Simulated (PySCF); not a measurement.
Dissociation curve of H₃Al, SMILES [AlH3]. The Al1–H4 bond (Al1 also carries H, H; H4 carries nothing else) is varied alone, starting from the PBE0/def2-TZVP optimised geometry.

```
4

Al     0.0000     0.0000     0.0000
H      0.0000    -1.3735    -0.7930
H      0.0000     1.3735    -0.7930
H      0.0000     0.0000     1.5860
```

- NEVPT2 = SC-NEVPT2 on CASSCF(2,2)/cc-pVDZ, all electrons correlated in PySCF
- RMP2 = MP2 on RHF/cc-pVDZ, 5 core orbitals frozen in PySCF 2.14.0
- UCCSD(T) = CCSD(T) on UHF/cc-pVDZ, 5 core orbitals frozen (PySCF 2.14.0)

Energies are in eV, each relative to the lowest point of its own curve near equilibrium.

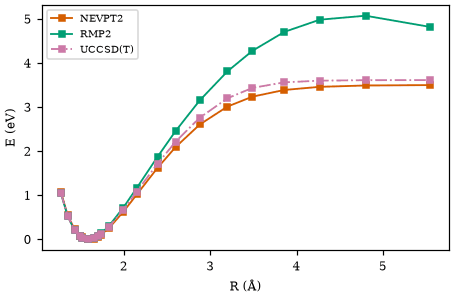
Figure. Energy against bond length for each method.

```json
[
 {"R / Å": "1.27", "NEVPT2": "1.078", "RMP2": "1.052", "UCCSD(T)": "1.054"},
 {"R / Å": "1.35", "NEVPT2": "0.546", "RMP2": "0.519", "UCCSD(T)": "0.523"},
 {"R / Å": "1.43", "NEVPT2": "0.223", "RMP2": "0.201", "UCCSD(T)": "0.206"},
 {"R / Å": "1.49", "NEVPT2": "0.085", "RMP2": "0.070", "UCCSD(T)": "0.073"},
 {"R / Å": "1.52", "NEVPT2": "0.042", "RMP2": "0.031", "UCCSD(T)": "0.034"},
 {"R / Å": "1.59", "NEVPT2": "0.000", "RMP2": "0.000", "UCCSD(T)": "0.000"},
 {"R / Å": "1.65", "NEVPT2": "0.016", "RMP2": "0.027", "UCCSD(T)": "0.023"},
 {"R / Å": "1.70", "NEVPT2": "0.058", "RMP2": "0.079", "UCCSD(T)": "0.072"},
 {"R / Å": "1.74", "NEVPT2": "0.108", "RMP2": "0.137", "UCCSD(T)": "0.126"},
 {"R / Å": "1.83", "NEVPT2": "0.259", "RMP2": "0.309", "UCCSD(T)": "0.288"},
 {"R / Å": "1.99", "NEVPT2": "0.613", "RMP2": "0.708", "UCCSD(T)": "0.661"},
 {"R / Å": "2.15", "NEVPT2": "1.017", "RMP2": "1.165", "UCCSD(T)": "1.083"},
 {"R / Å": "2.39", "NEVPT2": "1.620", "RMP2": "1.871", "UCCSD(T)": "1.715"},
 {"R / Å": "2.60", "NEVPT2": "2.094", "RMP2": "2.458", "UCCSD(T)": "2.216"},
 {"R / Å": "2.88", "NEVPT2": "2.606", "RMP2": "3.154", "UCCSD(T)": "2.760"},
 {"R / Å": "3.20", "NEVPT2": "3.012", "RMP2": "3.811", "UCCSD(T)": "3.199"},
 {"R / Å": "3.49", "NEVPT2": "3.238", "RMP2": "4.279", "UCCSD(T)": "3.437"},
 {"R / Å": "3.86", "NEVPT2": "3.389", "RMP2": "4.708", "UCCSD(T)": "3.562"},
 {"R / Å": "4.27", "NEVPT2": "3.460", "RMP2": "4.984", "UCCSD(T)": "3.600"},
 {"R / Å": "4.80", "NEVPT2": "3.491", "RMP2": "5.074", "UCCSD(T)": "3.611"},
 {"R / Å": "5.55", "NEVPT2": "3.500", "RMP2": "4.819", "UCCSD(T)": "3.614"}
]
```

At the longest distance, 5.55 Å, RMP2 lies highest above its minimum (4.819 eV) and NEVPT2 lowest (3.500 eV).

The RMP2 curve passes through a maximum at 4.80 Å and then falls by 0.255 eV up to the last usable point.

The restricted form behind RMP2 keeps the bonding electrons paired and can't separate into open-shell fragments. The T1 diagnostic of CCSD on the restricted reference of RMP2 exceeds 0.045 at 3.20 to 5.55 Å. The unrestricted determinant behind UCCSD(T) is spin-contaminated at 2.39 to 5.55 Å (<S²> up to 1.0, against 0.00 for a pure singlet).
